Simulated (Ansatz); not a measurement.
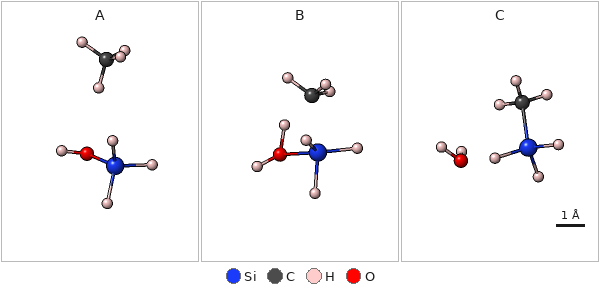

3 geometries from a converged minimum-energy path of CH$_{8}$OSi, made up at the start of CH$_{6}$Si and H2O, shuffled. The picture is a ball-and-stick view, seen from a free direction.

Theory: RKS B3LYP-D4/def2-SVP (Ansatz 0.2.0). Set-up: 9 movable images; climbing image; force threshold 0.05 eV/Å; iteration limit 60; starting path through a guess of the saddle point.

### Which of them lies highest in energy?

B. In order along the path, whose images run from 0 to 10: C (image 0, 0.0 kcal/mol), B (image 4, +46.8 kcal/mol), A (image 9, −19.8 kcal/mol). Breaking: H–O (0.97 → 2.48 Å), C–Si (1.89 → 4.29 Å). Forming: C–H (3.53 → 1.10 Å), O–Si (3.23 → 1.67 Å).

Limits of the set-up: the start holds two separate molecules, 2.5 Å apart at their closest, whose relative position is a soft coordinate.
